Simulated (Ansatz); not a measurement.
**C₂H₆GaNSi: up Jacob's ladder to CCSD(T)**

How much do the methods differ for C₂H₆GaNSi? The plan is to run it at one geometry with functionals of several rungs and with coupled cluster, and see how far each lands from CCSD(T) at the basis-set limit for the atomisation energy.

The runs use Ansatz 0.2.0, Gaussian basis; functionals in def2-TZVPP, the program's frozen cores in correlated methods.

Plan: LDA (SPW92), PBE-D4, revPBE-D4, BLYP-D4, r2SCAN-D4, B97M-V, PBE0-D4, B3LYP-D4, r2SCANh-D4, r2SCAN0-D4, HSE06-D4, BHLYP-D4, CAM-B3LYP-D4, LC-ωPBE, ωB97X-V, ωB97M-V, B2PLYP, PBE-QIDH; CCSD(T)/def2-SVP; CCSD(T)/def2-TZVPP; MP2/def2-QZVPP; extrapolation to the limit; RPA on PBE.

### Step 1. The geometry

The geometry comes from an earlier relaxation with PBE0-D4 in a triple-zeta def2 set; it is a stationary point, not always the lowest conformer.

SMILES `C#C[SiH](N)[GaH2]`, 11 atoms, charge 0, spin multiplicity 1.

Atoms are counted from 1 here; the program's logs count them from 0.

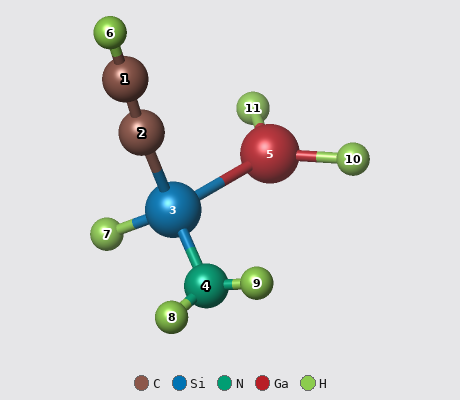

The structure; carbon brown, silicon blue, nitrogen teal, gallium red, hydrogen green; atoms are numbered from 1 in the order of the file.

### Step 2. LDA

This LDA is Slater exchange with PW92 correlation.

Contents of in.yaml:

```yaml
crystal:
  periodic: [false, false, false]
  atoms:
    - {symbol: C, position_ang: [-2.525135, 0.820972, -0.368818]}
    - {symbol: C, position_ang: [-1.327320, 0.762759, -0.214636]}
    - {symbol: Si, position_ang: [0.477714, 0.539540, 0.078310]}
    - {symbol: N, position_ang: [1.424923, 0.284442, -1.334728]}
    - {symbol: Ga, position_ang: [0.556132, -1.396917, 1.509306]}
    - {symbol: H, position_ang: [-3.579666, 0.886535, -0.510906]}
    - {symbol: H, position_ang: [0.945310, 1.805825, 0.699307]}
    - {symbol: H, position_ang: [1.541467, 1.031258, -2.002316]}
    - {symbol: H, position_ang: [1.381413, -0.607414, -1.801569]}
    - {symbol: H, position_ang: [0.747694, -2.830077, 0.880579]}
    - {symbol: H, position_ang: [0.357478, -1.296912, 3.065479]}
basis:
  gaussian: {orbitals: def2-TZVPP}
hamiltonian: {xc: lda}
output: {orbitals: {seedname: orbitals}}
```

Run with:

```sh
$ ansatz run in.yaml --threads 4 --pin off --events-out ev --progress --plain --max-ram 10444MiB
```

The runs that follow: PBE-D4 (GGA); revPBE-D4 (GGA); BLYP-D4 (GGA); r2SCAN-D4 (meta-GGA); B97M-V (meta-GGA); PBE0-D4 (hybrid); B3LYP-D4 (hybrid); r2SCANh-D4 (hybrid); r2SCAN0-D4 (hybrid); HSE06-D4 (hybrid); BHLYP-D4 (hybrid); CAM-B3LYP-D4 (range-separated); LC-ωPBE (range-separated); ωB97X-V (range-separated); ωB97M-V (range-separated); B2PLYP (double hybrid); PBE-QIDH (double hybrid); CCSD(T) in def2-SVP; CCSD(T) in def2-TZVPP; MP2 in def2-QZVPP; RPA on PBE orbitals.

**Question.** What will the summary of the whole plan be? Wanted: atomisation energy, CCSD(T)/CBS; farthest beyond LDA; mean size of error, GGA; mean size of error, meta-GGA; mean size of error, hybrid; mean size of error, range-separated; mean size of error, double hybrid; gap, smallest and largest; T1 diagnostic.

The runs gave:

```
                               quantity                                                                                                                              value
        atomisation energy, CCSD(T)/CBS                                                                                                                     907.7 kcal/mol
functionals within 9.1 kcal/mol (1.0 %)  revPBE-D4, BLYP-D4, r2SCAN-D4, B97M-V, PBE0-D4, B3LYP-D4, r2SCANh-D4, HSE06-D4, CAM-B3LYP-D4, LC-ωPBE, ωB97X-V, ωB97M-V, PBE-QIDH
                    farthest beyond LDA                                                                                                          BHLYP-D4 (-27.2 kcal/mol)
                mean size of error, GGA                                                                                                                       8.5 kcal/mol
           mean size of error, meta-GGA                                                                                                                       2.1 kcal/mol
             mean size of error, hybrid                                                                                                                       9.6 kcal/mol
    mean size of error, range-separated                                                                                                                       2.3 kcal/mol
      mean size of error, double hybrid                                                                                                                       9.4 kcal/mol
              gap, smallest and largest                                                                                           3.12 eV (LDA (SPW92)), 9.83 eV (LC-ωPBE)
                          T1 diagnostic                                                                                                                             0.0130
triples share of the correlation energy                                                                                                                              4.3 %
```

What this shows: LDA overbinds by 124.0 kcal/mol (14 %). PBE-D4 is off by +13.2 kcal/mol. Double hybrids carry the basis error of their MP2 part in triple zeta, and no dispersion term here, so their miss is partly the set-up's. The rungs meta-GGA, range-separated, GGA miss on average by less than the doubt on the reference (9.1 kcal/mol), so they tie. Misses under about 9.1 kcal/mol are within the doubt on the reference itself, which lacks core-valence correlation, relativity and higher excitations, and its outer-core shells are covered unevenly. Hartree-Fock recovers 71 % of the binding; the rest is correlation. CCSD(T) in def2-SVP is off by -61.7 kcal/mol, so the small basis spoils what the method gains. The gap grows from 3.1 to 9.8 eV across the functionals, mostly with the share of exact exchange. Correlated methods include outer-core shells of Ga, which these sets cover unevenly.
